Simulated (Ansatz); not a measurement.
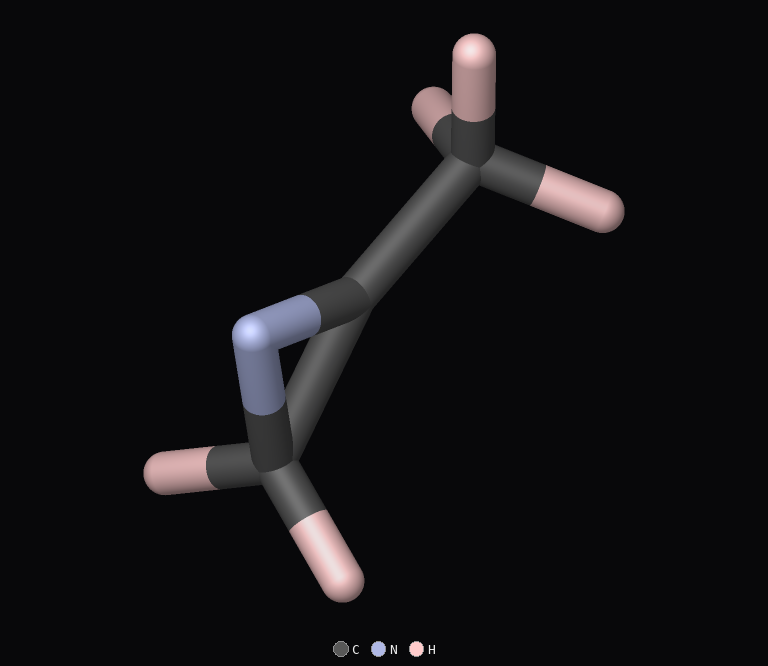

Rendered structure (stick style).

> Which formula does it have?

C3H5N, 9 atoms: 3 carbon, 5 hydrogen and 1 nitrogen.

> Describe its rings.

Independent rings (smallest set): 1 of 3 members.

> Give the symmetry (Schoenflies symbol).

Cs.

> How many atoms are distinct by symmetry?

7: 1 C, 1 C, 1 N, 1 C, 2 H, 1 H, 2 H.

More results for the same structure follow; atom numbers are the same in all pictures, views and colours differ. Computed geometry: PBE0-D4/def2-TZVP optimisation.

### Geometry

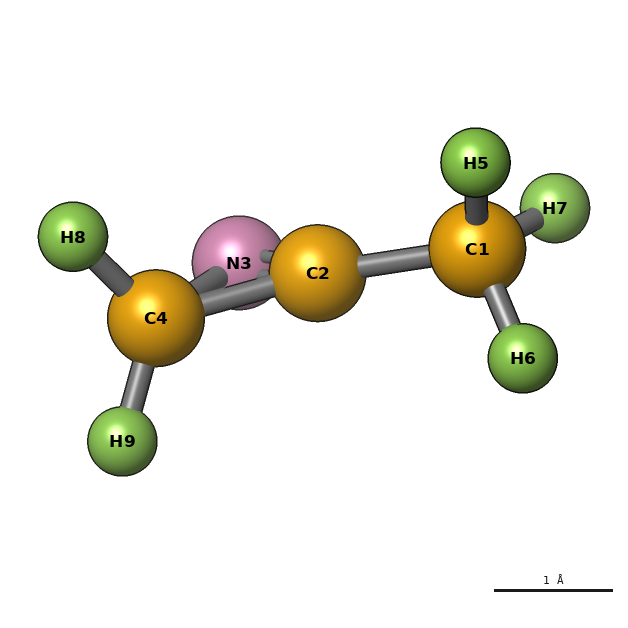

Atoms carry their numbers in the input.

List the bonds and their lengths.

| bond | length (Å) | order |
| --- | --- | --- |
| C1–C2 | 1.466 | single |
| C1–H5 | 1.093 | single |
| C1–H6 | 1.093 | single |
| C1–H7 | 1.091 | single |
| C2–N3 | 1.248 | double |
| C2–C4 | 1.444 | single |
| N3–C4 | 1.526 | single |
| C4–H8 | 1.087 | single |
| C4–H9 | 1.087 | single |

### Electronic properties

Properties computed with RKS CAM-B3LYP-D4/def2-TZVPP (Ansatz 0.2.0).

> What is the HOMO–LUMO gap?

10.29 eV.

> What is the HOMO energy (Kohn–Sham orbital)?

−9.03 eV.

> What is the dispersion correction?

−10.4 kJ/mol.

### Thermal motion

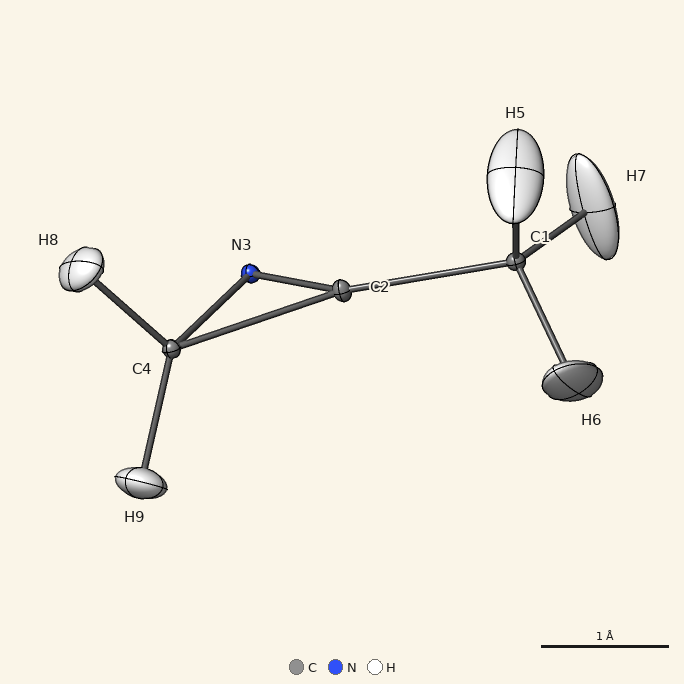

Displacement ellipsoids at the 50 % level, from the internal vibrations of the free molecule (harmonic, no overall translation or rotation; no half-axis is drawn under 0.075 Å). Vibrations computed with RKS PBE0-D4/def2-TZVP (Ansatz 0.2.0). Temperature: 298 K.

Give the displacement parameters, one line for each set of equivalent atoms.

```tsv
atom	U_eq (Å²)	rms amplitudes (Å)
C1	0.00088	0.023, 0.029, 0.035
C2	0.0021	0.027, 0.045, 0.059
N3	0.0014	0.029, 0.037, 0.043
C4	0.0013	0.030, 0.036, 0.042
H5, H6	0.0399	0.075, 0.143, 0.306
H7	0.0369	0.076, 0.141, 0.292
H8, H9	0.0144	0.078, 0.126, 0.146
```

### Vibrations

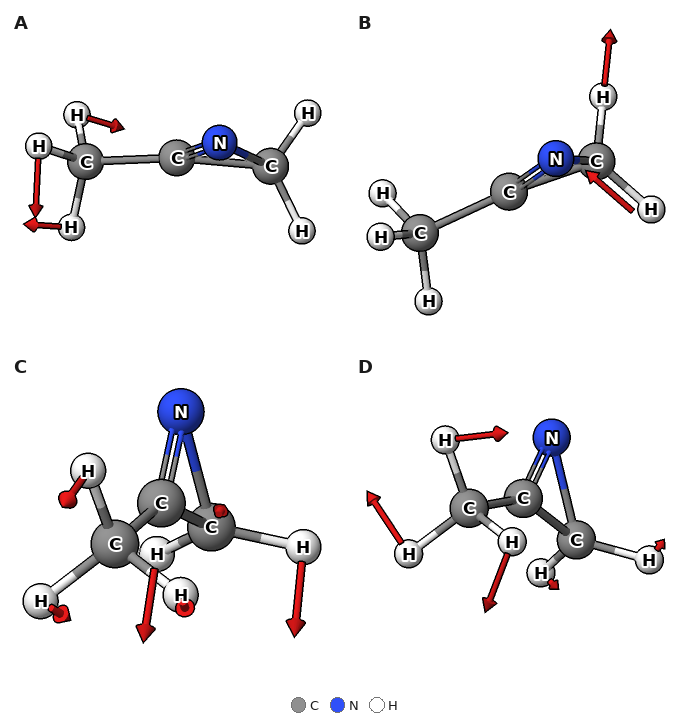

4 normal modes of one molecule or complex, as arrows. Harmonic vibrations computed with RKS PBE0-D4/def2-TZVP (Ansatz 0.2.0) at a stationary point of the same level.

> Match the panels to the wavenumbers 159 cm⁻¹, 1054 cm⁻¹, 1462 cm⁻¹, 3178 cm⁻¹.

A: 1462 cm⁻¹, H–C–H bending
B: 3178 cm⁻¹, out-of-phase stretching of 2 C–H bonds
C: 1054 cm⁻¹, angle bending
D: 159 cm⁻¹, a torsion or out-of-plane motion in which bond lengths and bond angles hardly change
